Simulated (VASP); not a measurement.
Band structure of MnC (relaxed from the zinc blende structure, space group F-43m). Method: PBEsol GGA, VASP's PBE PAW potentials (set 64) (plane waves; VASP).

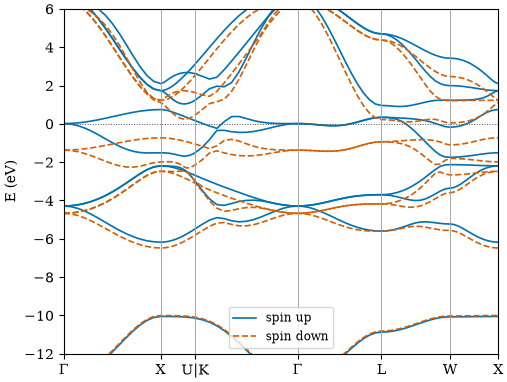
Figure: Bands along high-symmetry lines, zero at the valence-band maximum or, without a gap, the Fermi level

Read the plot: is there a gap, and where are the band edges?

It has no gap at this level: it comes out as a metal or semimetal. (Edges off the drawn lines would not show.)

The structure was generated: MnC was put into the zinc blende type (F-43m), which need not be its known phase. It was relaxed first, which changed the volume by -36 %.
